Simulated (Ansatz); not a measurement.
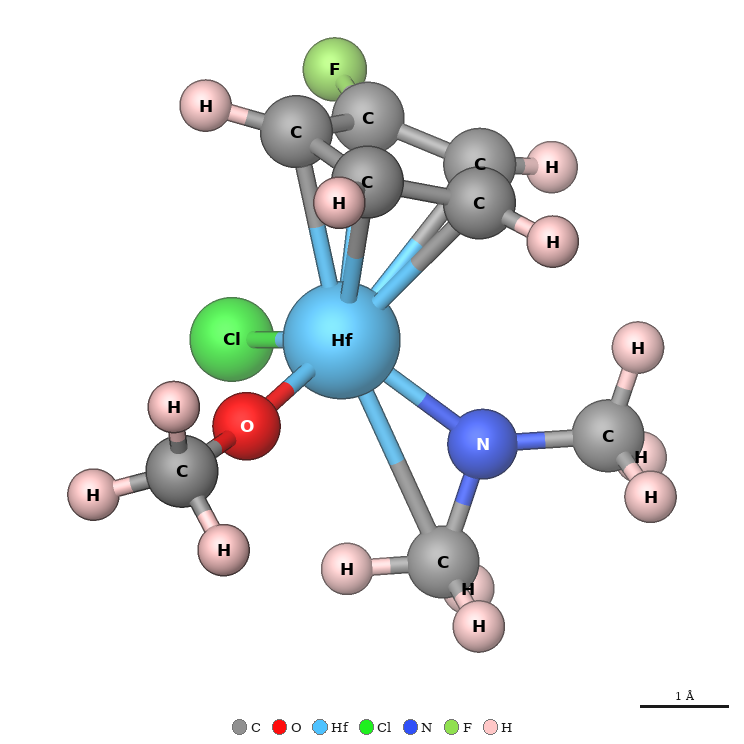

Depth is shown by fading: the farther an atom, the more it takes the colour of the background. Charge 0, singlet. The geometry was computed by an optimisation with PBE0-D4/def2-TZVP. No frequency run is at hand to confirm it as a minimum. Masses are those of the most abundant isotopes; constants are for the rigid equilibrium geometry.

What kind of rotor is it, and what are its rotational constants in GHz?

An asymmetric top (C1): A = 0.650, B = 0.499, C = 0.477 GHz. Ray's parameter κ is −0.75, nearer the prolate limit.
